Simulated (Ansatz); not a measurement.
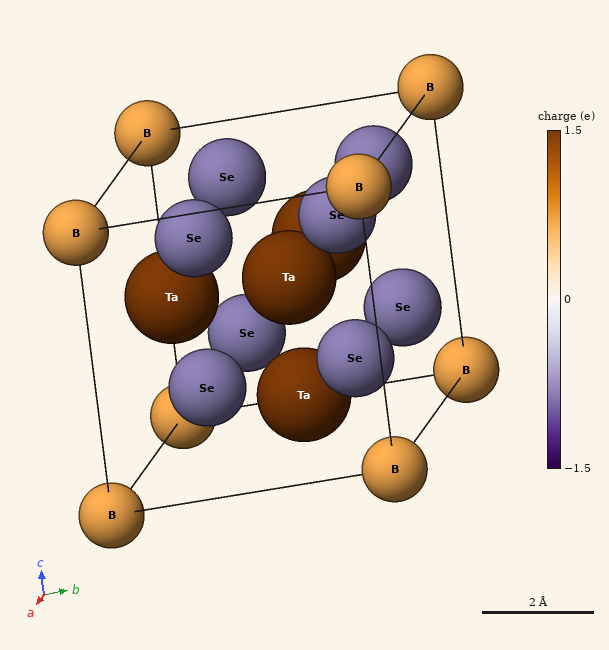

Crystal structure, spheres-only style, seen slightly off an axis. Thin lines show the simulation cell, with boundary atoms drawn in all their periodic places. The atoms of this Ta₄BSe₈ cell are coloured by their Bader charge.

The calculation: DFT, PAW plane waves, r2SCAN (Ansatz), with wavefunction cutoff 500 eV, a 6×6×6 mesh of k-points, Fermi-Dirac smearing of 0.1 eV, no spin polarisation.

### Summarise the charge transfer.

Most positive: Ta; most negative: Se. Charges: about Ta +1.5 e; B +0.7 e; Se -0.8 e.

It goes back to a generated cell, made by putting these elements into a known structure type (the compound may or may not exist in this form). This is the structure after a relaxation with Ansatz 0.2.0, DFT, PAW plane waves, r2SCAN.
